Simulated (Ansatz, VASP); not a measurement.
# MgO: VASP beside Ansatz, part 2 of 2

One calculation is typed for both programs; each brings its own data sets and cutoff. How far apart do they land?  The cell comes out of the VASP series on this material, whose earlier steps may have relaxed, scaled or displaced it; both programs get it as it stands.

VASP 6.6.1 and Ansatz 0.2.0.

So far: The starting structure; Ansatz: band structure, HSE06; VASP: band structure, HSE06.

**3. VASP: band structure, HSE06 (continued)**

Level of this step: HSE06; plane waves and PAW (Mg, O) (VASP).

Numbers of over 12 decimals in the logs are rounded to 6 here.

Parts of OUTCAR (step 3):

```text
ion  position               nearest neighbor table
   1  0.000  0.000  0.000-   2 2.10   2 2.10   2 2.10   2 2.10   2 2.10   2 2.10
   2  0.500  0.500  0.500-   1 2.10   1 2.10   1 2.10   1 2.10   1 2.10   1 2.10

  LATTYP: Found a face centered cubic cell.
 ALAT       =     4.2013707326

 Subroutine GETGRP returns: Found 48 space group operations
 (whereof 48 operations were pure point group operations)

The static configuration has the point symmetry O_h .

 Found     16 irreducible k-points:

   k-points           NKPTS =     16   k-points in BZ     NKDIM =    216   number of bands    NBANDS=     10

   dimension x,y,z NGX =    24 NGY =   24 NGZ =   24
   dimension x,y,z NGXF=    48 NGYF=   48 NGZF=   48

   ENCUT  =  520.0 eV  38.22 Ry    6.18 a.u.   5.52  5.52  5.52*2*pi/ulx,y,z

   NELECT =       8.0000    total number of electrons

 k-points in reciprocal lattice and weights: Automatic mesh
   0.00000000  0.00000000  0.00000000       0.005
   0.16666667  0.00000000  0.00000000       0.037
   0.33333333  0.00000000  0.00000000       0.037
   0.50000000  0.00000000  0.00000000       0.019
   0.16666667  0.16666667  0.00000000       0.028
   0.33333333  0.16666667  0.00000000       0.111
   0.50000000  0.16666667  0.00000000       0.111
  -0.33333333  0.16666667  0.00000000       0.111
  -0.16666667  0.16666667  0.00000000       0.056
[...]
-0.33333333  0.33333333  0.16666667       0.111
  -0.33333333  0.50000000  0.16666667       0.056

  exchange ACFDT corr.  =         0.00000000  see jH, gK, PRB 81, 115126

 average (electrostatic) potential at core
       1 -30.6862       2 -63.3587

 E-fermi :   2.2244

 k-point     1 :       0.0000    0.0000    0.0000
  band No.  band energies     occupation
      1     -16.8849      2.00000
      2       1.9815      2.00000
      3       1.9815      2.00000
      4       1.9815      2.00000
      5       8.5243      0.00000
      6      19.8056      0.00000
      7      19.8056      0.00000
      8      19.8056      0.00000
      9      23.7533      0.00000
    ...

 k-point     2 :       0.1667    0.0000    0.0000
  band No.  band energies     occupation
      1     -16.5833      2.00000
      2       0.4086      2.00000
      3       1.7892      2.00000
      4       1.7892      2.00000
      5       9.9905      0.00000
      6      17.4509      0.00000
      7      20.4224      0.00000
      8      20.4224      0.00000
      9      24.4234      0.00000
    ...

 k-point     3 :       0.3333    0.0000    0.0000
  band No.  band energies     occupation
      1     -15.9062      2.00000
      2      -1.9477      2.00000
      3       1.4291      2.00000
      4       1.4291      2.00000
      5      11.5456      0.00000
      6      16.4877      0.00000
      7      20.6758      0.00000
      8      20.6758      0.00000
      9      25.1862      0.00000
    ...

  energy-cutoff  :      520.00
  volume of cell :       18.54
      direct lattice vectors                 reciprocal lattice vectors
     0.000000000  2.100685366  2.100685366    -0.238017558  0.238017558  0.238017558
     2.100685366  0.000000000  2.100685366     0.238017558 -0.238017558  0.238017558
     2.100685366  2.100685366  0.000000000     0.238017558  0.238017558 -0.238017558

 POSITION                                       TOTAL-FORCE (eV/Angst)
 -----------------------------------------------------------------------------------
      0.00000      0.00000      0.00000         0.000000      0.000000     -0.000000
      2.10069      2.10069      2.10069        -0.000000     -0.000000      0.000000
 -----------------------------------------------------------------------------------
    total drift:                                0.000564      0.001132      0.001092

  FREE ENERGIE OF THE ION-ELECTRON SYSTEM (eV)
  ---------------------------------------------------
  free  energy   TOTEN  =       -14.2313871615 eV

  energy  without entropy=      -14.2313871615  energy(sigma->0) =      -14.23138716

 total charge
# of ion       s       p       d       tot
------------------------------------------
    1        0.145   0.180   0.079   0.404
    2        1.546   3.590   0.000   5.136
--------------------------------------------------
tot          1.691   3.769   0.079   5.540

[... 3 further parts left out ...]
```

**4. Side by side**

Known differences besides the PAW data sets themselves: exact exchange at q = 0 is treated differently, which shows on coarse meshes; VASP keeps PBE cores, Ansatz makes them for the functional; the data sets hold 16 valence electrons in Ansatz (default PAW (the set named soft_2) files) and 8 in VASP; the cutoff is 420 eV in Ansatz and 520 eV in VASP; VASP takes a coarser grid for exact exchange (PRECFOCK = Fast). Total energies have different zeros and are not compared.

The two programs side by side:

```csv
quantity,Ansatz,VASP,difference
gap over the path points (eV),6.588,6.543,+0.045
```

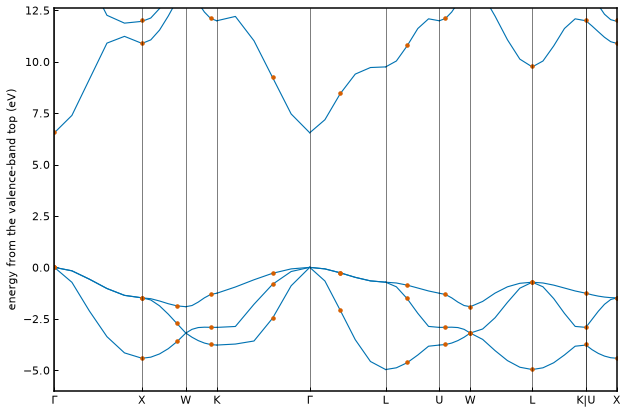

Bands from VASP (lines) and levels from Ansatz (dots). Dots without a line are higher empty bands that the VASP plot leaves out.

Levels at points of the path, from each program's valence-band top (eV; 3 filled, then empty):

```csv
k (reciprocal lattice),Ansatz,VASP
0.000 0.000 0.000,0.00 0.00 0.00 6.59 17.86,0.00 0.00 0.00 6.54 17.82
0.500 0.000 0.500,-4.38 -1.47 -1.47 10.91 12.05,-4.42 -1.48 -1.48 10.89 11.96
0.500 0.200 0.700,-3.58 -2.72 -1.86 13.01 14.05,-3.61 -2.74 -1.87 12.99 13.96
0.400 0.350 0.750,-3.72 -2.90 -1.31 12.13 14.01,-3.75 -2.91 -1.32 12.10 13.93
0.150 0.150 0.300,-2.46 -0.82 -0.29 9.27 14.44,-2.47 -0.82 -0.29 9.23 14.42
0.200 0.200 0.200,-2.06 -0.26 -0.26 8.47 15.07,-2.07 -0.26 -0.26 8.43 15.05
0.550 0.400 0.550,-4.62 -1.51 -0.86 10.79 14.75,-4.64 -1.52 -0.86 10.76 14.72
0.600 0.250 0.650,-3.72 -2.90 -1.31 12.13 14.01,-3.75 -2.91 -1.32 12.10 13.93
0.500 0.250 0.750,-3.17 -3.17 -1.91 13.76 13.76,-3.19 -3.19 -1.91 13.74 13.74
0.500 0.500 0.500,-4.95 -0.72 -0.72 9.78 15.01,-4.97 -0.72 -0.72 9.74 14.98
```

Among the levels compared (up to four filled and three empty ones at each point), filled levels agree within 35 meV and empty ones within 88 meV.

**5. What came out**

| Property | Result |
| --- | --- |
| difference in gap over the path points (band structure, HSE06) | 0.045 eV |

What this shows: The difference in gap over the path points is 0.045 eV (band structure, HSE06), within the 0.08 eV picked in this series as the mark of a large difference. How closely two codes agree says nothing of how well the functional describes the real material.

[Lines on the potential files, build, host, timing and source positions are cut from VASP's logs without a mark.]

[Logs are printed without paths, hosts, clocks, repeated set-up lines and the standing remarks that a program may print on its own settings, such as how far it seeks lower states.]

[Hosts, paths, dates, database ids (printed as entryN), source tags and the programs' standing remarks are cut or masked in the printed files.]
